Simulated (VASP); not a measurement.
Given:

```xyz
1
Lattice="0.0000 2.3991 2.3991 2.3991 0.0000 2.3991 2.3991 2.3991 0.0000" Properties=species:S:1:pos:R:3 pbc="T T T"
Lu     0.0000     0.0000     0.0000
```

Calculation: PBEsol GGA, VASP's PBE PAW potentials (set 64) (plane waves; VASP). Settings: 400 eV cut-off, 15×15×15 Γ-centred mesh, tetrahedra with Blöchl corrections, potentials Lu_3.

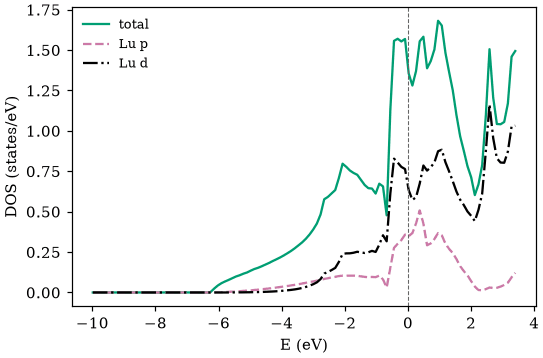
Total and projected density of states, zero at the Fermi level

Within 2 eV below the Fermi level the largest weight inside VASP's projection spheres is Lu d, then Lu p.

It has no gap at this level: it comes out as a metal or semimetal.

The structure was generated: Lu was put into the fcc type (Fm-3m), which need not be its known phase. It was relaxed first, which changed the volume by -7 %.
